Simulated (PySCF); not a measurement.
System: C₃H₇NS (SMILES CN(C)C=S).

```xyz
12

C    -1.0050   -0.8521   -0.2393
N     0.2035   -0.0711   -0.4675
C     0.0045    1.3325   -0.1321
C     1.3051   -0.6138    0.2186
S     1.4560   -0.7624    1.8225
H    -0.8169   -1.8845   -0.5304
H    -1.7961   -0.4467   -0.8675
H    -1.3293   -0.8304    0.8095
H    -0.2649    1.4802    0.9220
H     0.9233    1.8782   -0.3424
H    -0.7908    1.7240   -0.7637
H     2.1106   -0.9540   -0.4298
```

Geometry: GFN2-xTB; a saddle point, not a minimum.

All numbers below come from PBE0/pcSseg-1, SCF density, gas phase, non-relativistic in PySCF 2.14.0.

> What will maps of the electron density and electron localisation function show?

C–H (1.09 Å): ρ is about 2 e/Å³ halfway; the ELF climbs to about 1 towards the hydrogen, as it does in any bond to H: a covalent bond by its length.
C–N (1.46 Å): ρ at the midpoint is about 1.9 e/Å³; the ELF peaks at about 0.90 between the atoms, as expected for a covalent bond.

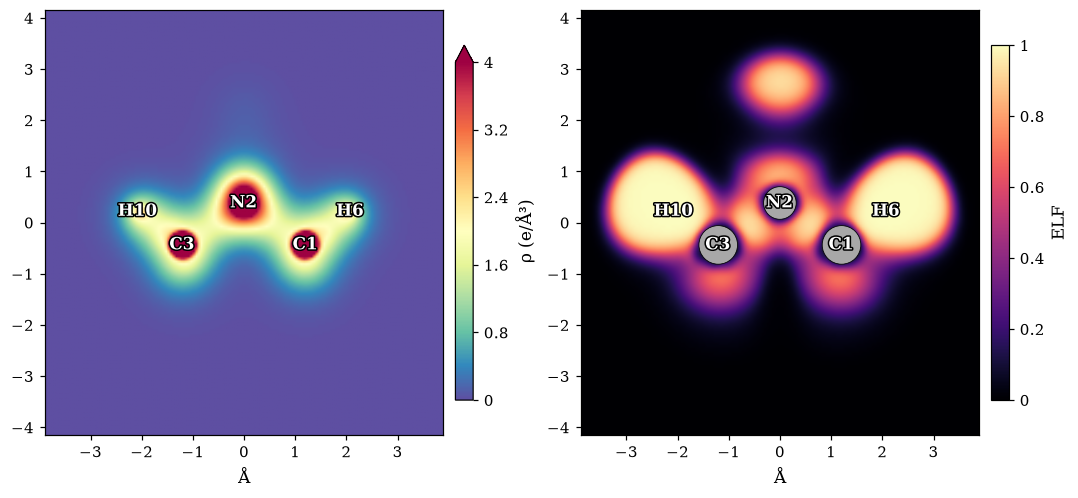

Computed electron density and electron localisation function on the plane of atoms N2, C3 and H10, in this order. Grey discs cover the atomic cores in the ELF map. 
